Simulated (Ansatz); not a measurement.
**CH4BClSi (SMILES BC=[SiH]Cl): density, localisation and related maps**

Input

```
crystal:
  periodic: [false, false, false]
  atoms:
    - { symbol: B, position_ang: [-0.33965, 1.52345, -0.26892] }
    - { symbol: C, position_ang: [0.4015, 0.20991, -0.35148] }
    - { symbol: Si, position_ang: [-0.02529, -1.31239, 0.455] }
    - { symbol: Cl, position_ang: [1.04936, -3.0133, 0.2675] }
    - { symbol: H, position_ang: [0.054, 2.45834, -0.85731] }
    - { symbol: H, position_ang: [-1.31189, 1.62153, 0.38195] }
    - { symbol: H, position_ang: [1.30021, 0.15588, -0.96562] }
    - { symbol: H, position_ang: [-1.12824, -1.64342, 1.33887] }
basis:
  gaussian: { orbitals: def2-SVP }
hamiltonian:
  xc: pbe
  dispersion: d4
relax:
  f_tol: 0.02
  max_steps: 40
scf:
  lower_state_search: "off"
output:
  orbitals: {}
```

Launched as:

```sh
ansatz run input.yaml --threads 1 --pin off --max-ram 2048MiB --backend cpu --events-out ev --progress --plain --runs-dir out
```

The fields are those of the relaxed geometry.

Method: RKS PBE-D4/def2-SVP (Ansatz).

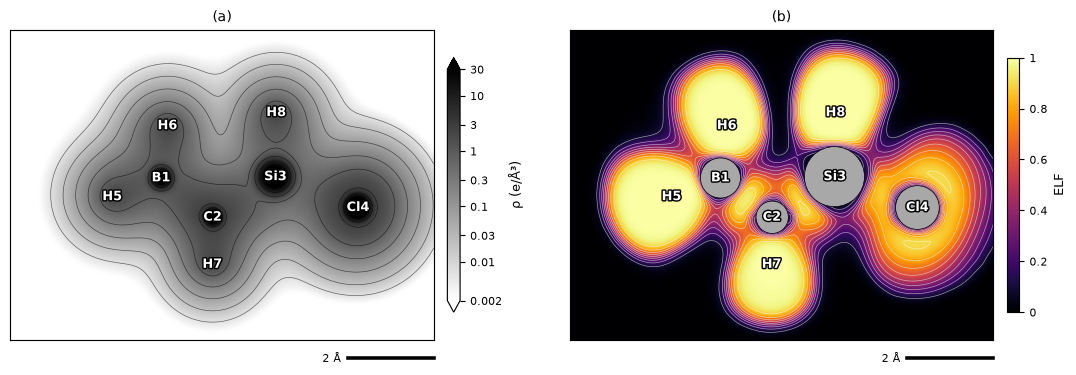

Figure 1. (a) electron density; (b) ELF on the molecular plane. Grey discs cover the atomic cores in the ELF map.

**Read the bonding off the picture.**

Atoms in the plane: B, C, Si, Cl and H.
C–B (1.51 Å): ρ at the midpoint is about 1.5 e/Å³; the ELF peaks at about 0.95 between the atoms: a covalent bond.
C–Si (1.73 Å): the density is about 1.1 e/Å³ at the midpoint; the ELF peaks at about 0.90 between the atoms, as expected for localised, covalent bonding.
Si–Cl (2.06 Å): ρ is about 0.84 e/Å³ halfway; the ELF peaks at about 0.90 between the atoms: a shared but strongly polarised pair.
C–H (1.10 Å): the density is about 1.9 e/Å³ at the midpoint; the ELF climbs to about 1 towards the hydrogen, as it does in any bond to H (a covalent bond by its length).
B–H (1.22 Å): ρ is about 1.1 e/Å³ halfway; the ELF climbs to about 1 towards the hydrogen: an ordinary covalent bond to hydrogen.
The ELF also peaks beside Cl4, away from the bonds: lone-pair regions.

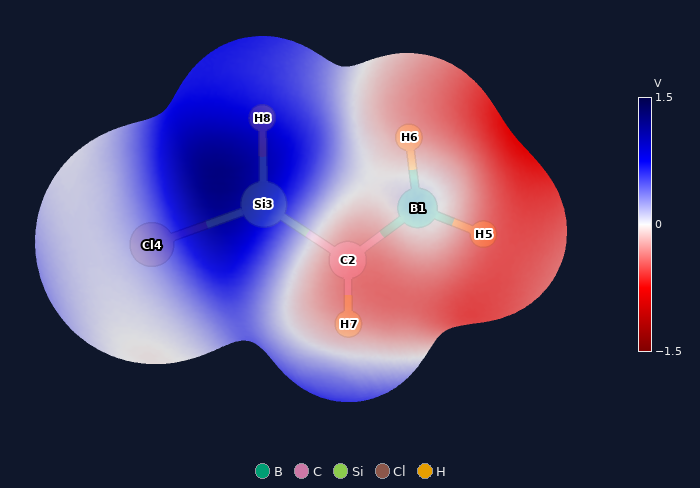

Figure 2. The electrostatic potential painted on the density surface at 0.001 e/bohr³, seen across its widest extent; the colour scale runs from red (negative) to blue (positive).

**Describe the electrostatic potential map.**

The most negative region (about −0.7 V) lies over H6, the most positive (about +1.2 V) over Si3.

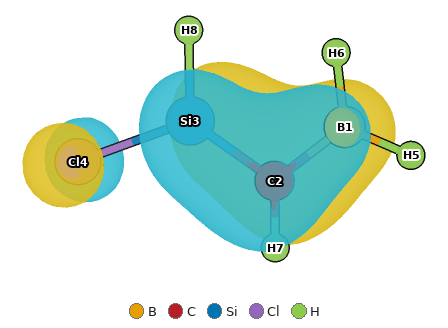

Figure 3. One frontier orbital at ±0.1 Å⁻³ᐟ² (yellow and cyan are the two phases), seen at a tilt.

**Which orbital is it: HOMO or LUMO?**

The HOMO, at −6.54 eV. Its weight (Hirshfeld) is mainly on C2 (about 45 %), Si3 (about 25 %), B1 (about 15 %) and Cl4 (about 5 %); it changes sign across the molecular plane (π type); π-bonding across B1–C2 and C2–Si3.
